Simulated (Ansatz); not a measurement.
Given this structure, the input geometry of an electronic-structure calculation (not necessarily at equilibrium), written in its standard cell:

```yaml
crystal:
  lattice:
    - [3.52000, 0.00000, 0.00000]
    - [0.00000, 3.52000, 0.00000]
    - [0.00000, 0.00000, 3.52000]
  atoms:
    - { symbol: Ni, position: [0.00000, 0.00000, 0.00000] }
    - { symbol: Ni, position: [0.00000, 0.50000, 0.50000] }
    - { symbol: Ni, position: [0.50000, 0.00000, 0.50000] }
    - { symbol: Ni, position: [0.50000, 0.50000, 0.00000] }
```

Predict the [110] zone-axis pattern (80 kV, kinematic, B = 0.5 Å²).

Answer. The spots form a centred rectangular net with both shortest vectors at d = 2.03 Å, 70.5° apart. They are -1 1 -1 and -1 1 1. The pattern has symmetry 2mm. The lattice centring (F) removes all reflections that break h + k = 2n, h + l = 2n.

Strongest reflections with d > 0.80 Å, one of each family (|F|² from tabulated Gaussian fits of the electron scattering factors, times a small damping for the curvature of the Ewald sphere):

```tsv
hkl	d (Å)	I (strongest = 100)
1 -1 1	2.032	100
0 0 2	1.760	76
2 -2 0	1.245	35
1 -1 3	1.061	23
2 -2 2	1.016	20
0 0 4	0.880	13
```

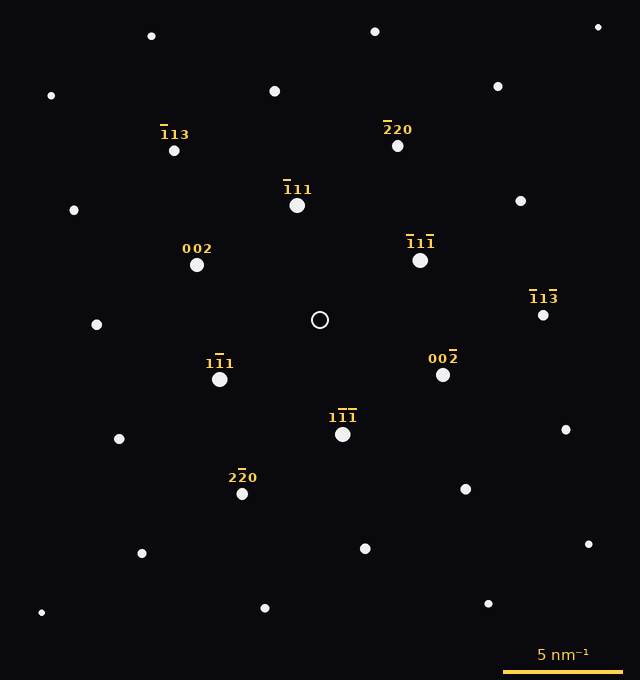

Calculated pattern, seen from the source side with [110] pointing towards the source.
